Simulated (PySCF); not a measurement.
# CH7AlO2Si (SMILES C[O][Al]([OH])[SiH3]) at 6 levels

Wanted: a comparison of 6 runs (B3LYP/cc-pVDZ, BHLYP/cc-pVDZ, CAM-B3LYP/cc-pVDZ, M06-2X/cc-pVDZ, M06-L/cc-pVDZ, wB97X/cc-pVDZ) of CH7AlO2Si. 

Program for the calculation: PySCF 2.14.0.

1 further run of the same task is left out (set aside as unsound or not needed).

## Step 1: The system as given

CH7AlO2Si has 12 atoms, charge 0, and is taken as a singlet. SMILES: `C[O][Al]([OH])[SiH3]`. The Si5–H11 distance was set to 1.938 Å, away from the relaxed value.

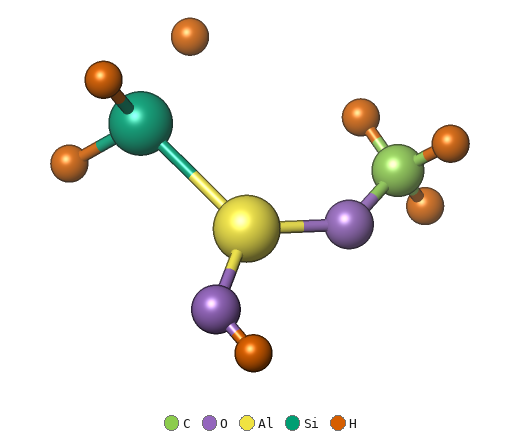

Viewed from a chosen angle; carbon green, oxygen purple, aluminium yellow, silicon teal, hydrogen orange.

## Step 2: A single-point energy at B3LYP/cc-pVDZ (run 1)

calc.py reads:

```python
from pyscf import gto, dft

mol = gto.Mole()
mol.atom = '''
C     -1.264854    -2.961331     1.802865
O     -1.510897    -0.415681     2.452742
Al    -0.588521     2.369019     1.209680
O     -1.362742     5.066603     2.738468
Si     1.817856     2.684981    -2.707533
H     -0.211710    -3.236475     0.037105
H     -0.274260    -3.988019     3.301796
H     -3.132470    -3.822101     1.571373
H     -2.302881     5.105532     4.281241
H      4.290374     3.964137    -2.287825
H      2.510879    -0.625121    -4.112989
H      0.415112     4.156700    -4.654896
'''
mol.verbose = 3
mol.max_memory = 1860
mol.basis = 'cc-pvdz'
mol.unit = 'bohr'
mol.build()

mf = dft.RKS(mol, xc='b3lyp')
mf.grids.level = 5
mf.conv_tol = 1e-10
mf.kernel()
if not mf.converged:
    mf = mf.newton().run(mf.mo_coeff, mf.mo_occ)

e_final = mf.e_tot
print('E(%s) = %.9f' % ('B3LYP', e_final))
```

Started as:

```console
$ OMP_NUM_THREADS=1 python calc.py
```

Output:

```text
converged SCF energy = -724.782096139267
E(B3LYP) = -724.782096139
```

Run time: 38 s. Hardware: 1 thread of Arm Neoverse V2, shared host; peak memory 0.62 GiB.

## Step 3: A single-point energy at BHLYP/cc-pVDZ (run 2)

calc.py reads:

```python
from pyscf import gto, dft

molecule = gto.M(
    atom='''
C       -0.669332      -1.567069       0.954035
O       -0.799532      -0.219969       1.297935
Al      -0.311432       1.253631       0.640135
O       -0.721132       2.681131       1.449135
Si       0.961968       1.420831      -1.432765
H       -0.112032      -1.712669       0.019635
H       -0.145132      -2.110369       1.747235
H       -1.657632      -2.022569       0.831535
H       -1.218632       2.701731       2.265535
H        2.270368       2.097731      -1.210665
H        1.328700      -0.330800      -2.176500
H        0.219668       2.199631      -2.463265
''',
    verbose=3,
    charge=0,
    basis='cc-pvdz',
    max_memory=1860,
)

ks = dft.RKS(molecule, xc='bhandhlyp')
ks.grids.level = 5
ks.conv_tol = 1e-10
ks.kernel()
if not ks.converged:
    ks = ks.newton().run(ks.mo_coeff, ks.mo_occ)

e_tot = ks.e_tot
print('E = %.10f Eh' % e_tot)
```

Started as:

```console
$ OMP_NUM_THREADS=1 python calc.py
```

Output:

```text
converged SCF energy = -724.637712134573
E = -724.6377121346 Eh
```

Wall time 38 s (1 thread of Arm Neoverse V2, shared host); peak memory 0.62 GiB.

Runs 3 to 5 aren't shown in full; the table further down has their settings and results.

## Step 4: The energy at wB97X/cc-pVDZ (run 6)

Edit calc.py of step 3 so:

```diff
@@ -2,4 +2,4 @@
 
-molecule = gto.M(
-    atom='''
+mol = gto.Mole()
+mol.atom = '''
 C       -0.669332      -1.567069       0.954035
@@ -16,10 +16,11 @@
 H        0.219668       2.199631      -2.463265
-''',
-    verbose=3,
-    charge=0,
-    basis='cc-pvdz',
-    max_memory=1860,
-)
+'''
+mol.basis = 'cc-pvdz'
+mol.max_memory = 1860
+mol.verbose = 4
+mol.charge = 0
+mol.build()
 
-ks = dft.RKS(molecule, xc='bhandhlyp')
+ks = dft.RKS(mol)
+ks.xc = 'wb97x'
 ks.grids.level = 5
@@ -30,3 +31,3 @@
 
-e_tot = ks.e_tot
-print('E = %.10f Eh' % e_tot)
+etot = ks.e_tot
+print('E(%s) = %.9f' % ('WB97X', etot))
```

Started as:

```console
$ OMP_NUM_THREADS=1 python calc.py
```

Output:

```text
PySCF version 2.14.0

[... 81 lines left out ...]
converged SCF energy = -724.679073745582
E(WB97X) = -724.679073746
```

It took 57 s on 1 thread of Arm Neoverse V2, shared host; peak memory 0.62 GiB.

## Step 5: All runs side by side

```
run              level  energy (Eh)  dipole moment (D)  HOMO energy (eV)  LUMO energy (eV)  wall time
  1      B3LYP/cc-pVDZ  -724.782096               1.30             -7.43             -0.88       38 s
  2      BHLYP/cc-pVDZ  -724.637712               1.29             -8.78              0.07       38 s
  3  CAM-B3LYP/cc-pVDZ  -724.668302               1.33             -8.94              0.31       58 s
  4     M06-2X/cc-pVDZ  -724.611769               1.33             -8.77             -0.03       77 s
  5      M06-L/cc-pVDZ  -724.711491               1.31             -6.59             -1.15       82 s
  6      wB97X/cc-pVDZ  -724.679074               1.32             -9.96              1.24       57 s
```

## Step 6: Results

```
            quantity          value
 run 6: total energy  -724.67907 Eh
run 6: dipole moment         1.32 D
  run 6: HOMO energy       -9.96 eV
  run 6: LUMO energy        1.24 eV
run 6: HOMO–LUMO gap       11.20 eV
```

In words: The dipole moment (its size) runs from 1.29 D (BHLYP/cc-pVDZ) to 1.33 D (M06-2X/cc-pVDZ). The HOMO–LUMO gap runs from 5.45 eV (M06-L/cc-pVDZ) to 11.20 eV (wB97X/cc-pVDZ). Totals of different functionals can't be ranked against each other. All runs together took 5.8 min, the longest 82 s.
